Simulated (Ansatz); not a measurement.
# BiB3: relaxing a made-up structure, part 2 of 2

Starting from a made-up structure for BiB3, the aim is the relaxed cell, its shortest contacts and, where a second run follows, its electronic structure.

Ansatz 0.2.0; DFT, PBE, plane-wave PAW, files of the set soft_1, scalar-relativistic, no spin, cell and ions relaxed at zero pressure; PAW set soft_1 (the session's first sound run).

So far: The structure; Relaxation of the guess. The relaxed cell has a = 3.816 Å (conventional setting).

**3. Bands of the relaxed cell**

A second self-consistent run takes a narrower smearing and the mesh shown in its input; the bands follow along the standard path of the relaxed lattice.

This step: DFT, PBE, plane-wave PAW, files of the set soft_1, scalar-relativistic, no spin, bands and density of states at the relaxed cell; PAW set soft_1 (Ansatz 0.2.0).

The input, input.yaml:

```yaml
crystal:
  lattice:
    - [3.8159148669, 0.0, 0.0]
    - [0.0, 3.8159148669, 0.0]
    - [0.0, 0.0, 3.8159148669]
  atoms:
    - { symbol: Bi, position: [0.0, 0.0, 0.0] }
    - { symbol: B, position: [0.5, 0.5, 0.0] }
    - { symbol: B, position: [0.5, 0.0, 0.5] }
    - { symbol: B, position: [0.0, 0.5, 0.5] }
kpoints:
  mp_grid: { grid: [8, 8, 8] }
  band_path:
    path:
      - [[0.0, 0.0, 0.0], [0.0, 0.5, 0.0], [0.5, 0.5, 0.0], [0.0, 0.0, 0.0], [0.5, 0.5, 0.5], [0.0, 0.5, 0.0]]
      - [[0.5, 0.5, 0.0], [0.5, 0.5, 0.5]]
    npoints: 13
scf:
  occupations: { method: fermi_dirac, width: 0.03 }
  n_extra_bands: 8
hamiltonian:
  xc: pbe
  pseudopotentials: { kind: paw, azcp: { folder: soft_1 } }
output:
  forces: true
  stress: true
  write_bands: true
  dos: { projected: true }
  write_density: true
  write_potential: true
  elf: true
  volumetric_format: npy
```

The run is started by

```console
$ ansatz run input.yaml --threads 4 --pin off --max-ram 8192MiB --backend cpu --events-out ev --progress --plain --runs-dir out
```

Numbers of over 12 decimals in the logs are rounded to 6 here.

The program printed:

```text
[...]
Crystal: 4 atoms, lattice volume = 55.564 Å³
Basis set: ecut = 420 eV, 1045 PW (Γ), exchange–correlation on 54×54×54 points (8 copies of the dense FFT grid, shifted against one another)
Bands: 20, of which v1, the nominal top of the filled ones, is band 12 counted from 1 (11 counted from 0)
Symmetry: 48 space group operations
[...]
k-points: 35 of 512
[...]
SCF iter   1: F=—  HF=-12857.825364 eV  |F-HF|=—  |Δ(HF+E_count)|=         —  Δρ=2.27e-2  dr2=6.34e-1  ethr=3.10e-3  ⟨swp⟩=5.9  Hψ=3298  notcnv=0
[...]
SCF iter   6: F=-12857.615010 eV  HF=-12857.615010 eV  |F-HF|=2.10e-9  |Δ(HF+E_count)|=   8.03e-8  Δρ=4.23e-6  dr2=1.04e-8  ethr=4.17e-10  ⟨swp⟩=12.7  Hψ=4668  notcnv=0
SCF 1 converged in 6 iterations: F = -12857.615010 eV  dr2 = 1.04e-8
[...]
NSCF: frozen V_eff on 80 k-points
SCF converged after 6 iterations
Free energy (F): -12857.615010 eV
[...]
Internal energy: -12857.609917 eV  (E = F + TS)
E sigma→0 (E₀):  -12857.612464 eV
Entropy (-TS):   -0.005094 eV (-1.273 meV/atom)
Fermi energy:    10.601299 eV
[...]
--- Stress (GPa, compression-positive) ---
        0.047275       0.000000       0.000000
        0.000000       0.047275       0.000000
        0.000000       0.000000       0.047275
  P = ⅓ Tr σ = 0.0473 GPa (0.473 kbar)
--- Band table (eV; the first three rows and the last of 35) ---
  k-point 0: bands = [... 8 lower, 6.3582, 6.3582, 7.6884, 7.6884, 12.6404, 12.6404, 12.6404, 14.5486, ... 4 higher]
  k-point 1: bands = [... 8 lower, 6.5291, 6.9193, 7.7558, 9.1963, 12.3526, 12.4382, 12.4382, 14.0226, ... 4 higher]
  k-point 2: bands = [... 8 lower, 7.0311, 7.2105, 7.9413, 11.4303, 11.5746, 11.5746, 11.7132, 12.9511, ... 4 higher]
  k-point 34: bands = [... 8 lower, 4.4577, 5.2362, 5.2362, 5.2362, 6.1602, 15.7693, 15.7693, 15.7693, ... 4 higher]
```

The job ended after 1 s (4 threads of Arm Neoverse V2, shared host; peak memory 0.33 GiB; 3.5 s of CPU time).

Reading the cycles: dr2 is the Hartree energy of the density residual (eV), the measure of convergence; HF is the Harris–Foulkes estimate of the energy, which meets the free energy F at convergence.

Numbers from this step:

| Property | Result |
| --- | --- |
| free energy | -12857.6150 eV |
| energy at zero smearing | -12857.6125 eV |
| smearing term TS | 0.005094 eV |
| pressure | 0.04727 GPa |

bands.tsv at the labelled points (eV, zero at the Fermi level; the bands that come nearest the Fermi level along the path):

| point | band 10 | band 11 | band 12 | band 13 | band 14 | band 15 | band 16 | band 17 |
| --- | --- | --- | --- | --- | --- | --- | --- | --- |
| Γ | -4.24 | -2.91 | -2.91 | 2.04 | 2.04 | 2.04 | 3.95 | 3.95 |
| X | -2.02 | -2.02 | -1.24 | -1.24 | 0.24 | 0.86 | 4.32 | 4.58 |
| M | 0.43 | 0.50 | 0.50 | 0.60 | 0.60 | 0.99 | 1.04 | 1.28 |
| Γ | -4.24 | -2.91 | -2.91 | 2.04 | 2.04 | 2.04 | 3.95 | 3.95 |
| R | -5.37 | -5.37 | -5.37 | -4.44 | 5.17 | 5.17 | 5.17 | 6.10 |
| X | -2.02 | -2.02 | -1.24 | -1.24 | 0.24 | 0.86 | 4.32 | 4.58 |
| M | 0.43 | 0.50 | 0.50 | 0.60 | 0.60 | 0.99 | 1.04 | 1.28 |
| R | -5.37 | -5.37 | -5.37 | -4.44 | 5.17 | 5.17 | 5.17 | 6.10 |

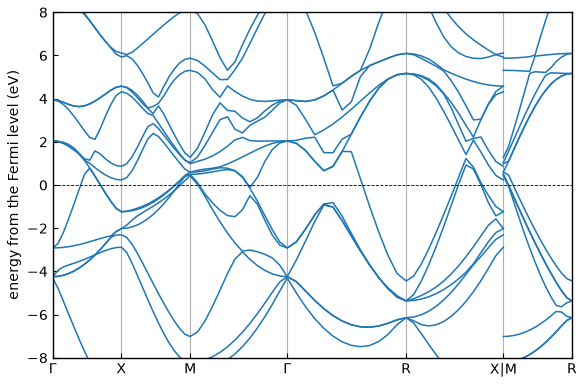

Bands along the path. 6 bands lie wholly below the window drawn.

States per cell as run, both spins, in windows of 1 eV, from dos.tsv (zero at the Fermi level):

```csv
from,to,total
-8,-7,0.94
-7,-6,1.09
-6,-5,1.19
-5,-4,1.29
-4,-3,1.30
-3,-2,1.61
-2,-1,1.72
-1,0,1.57
0,1,1.95
1,2,1.96
2,3,2.33
3,4,2.71
4,5,2.70
```

A further 13.4 states lie below the table's range.

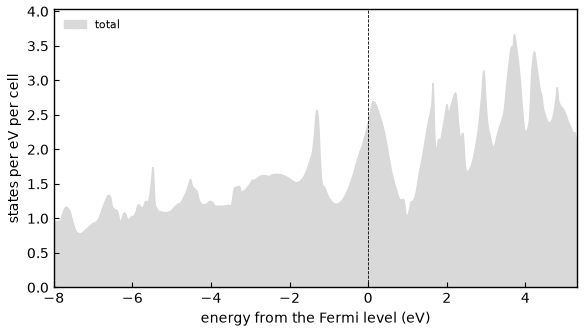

Total density of states, smoothed over about 0.04 eV.

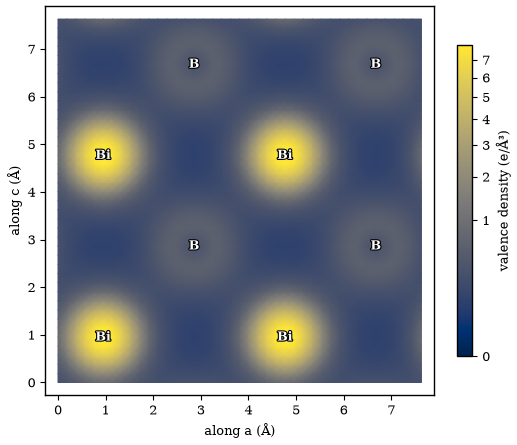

Valence density in the ac plane at fractional y = 0.000, with atoms of Bi and B within 0.2 Å of it. It is the smooth field of the valence electrons, not physical close to the nuclei. The map starts off the cell's origin, so that atoms lie inside it. The colour scale is stretched toward low values.

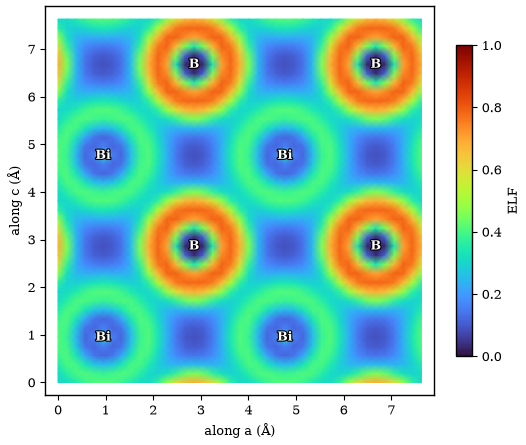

ELF in the ac plane at fractional y = 0.000, with atoms of Bi and B within 0.2 Å of it. It is the smooth field of the valence electrons, not physical close to the nuclei. The map starts off the cell's origin, so that atoms lie inside it.

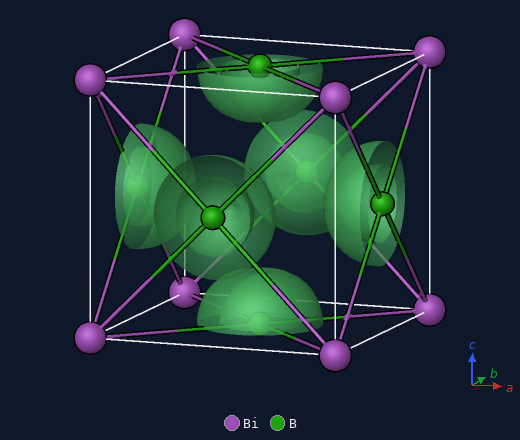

Surface of ELF = 0.71.

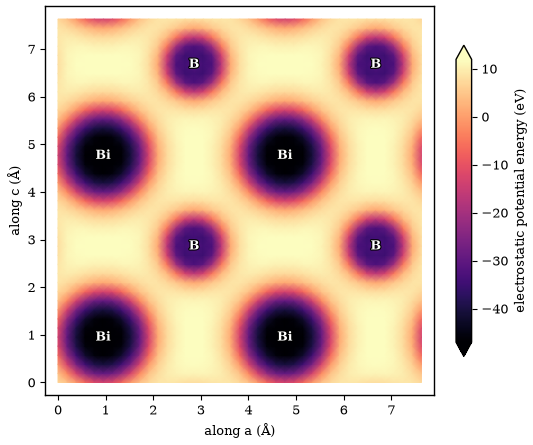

Electrostatic potential energy in the ac plane at fractional y = 0.000, with atoms of Bi and B within 0.2 Å of it. With pseudopotentials it is smooth inside the atoms' cores, unlike the true potential. The map starts off the cell's origin, so that atoms lie inside it.

**4. What came out**

```json
{"space group, relaxed": "Pm-3m", "conventional cell": "a = 3.816, b = 3.816, c = 3.816 Å; α = 90.0°, β = 90.0°, γ = 90.0°", "volume per atom": "13.89 Å³ (guess 11.16)"}
```

What this shows: BiB3 relaxes to Pm-3m with a = 3.816, b = 3.816 and c = 3.816 Å. The guessed volume was 20 % too small. The space group Pm-3m was held in the relaxation, so the end point is a stationary structure within it and may be a saddle against distortions or other arrangements. Bands cross the Fermi level, so it is a metal or semimetal at this level. On the 8×8×8 mesh with the narrower smearing (relaxed on 8×8×8) the forces vanish, as symmetry may demand, and the largest stress component is 0.047 GPa, within the relaxation's thresholds of 0.015 eV/Å and 0.05 GPa. The cutoff wasn't tested. Spin-orbit coupling is left out, which can matter for elements this heavy. No dispersion term is used, so weakly bound directions may come out too long. Nothing here tests whether the compound is stable against decomposition.

[Logs are printed without paths, hosts, clocks, repeated set-up lines and the standing remarks that a program may print on its own settings, such as how far it seeks lower states.]

[Hosts, paths, dates, database ids (printed as entryN), source tags and the programs' standing remarks are cut or masked in the printed files.]
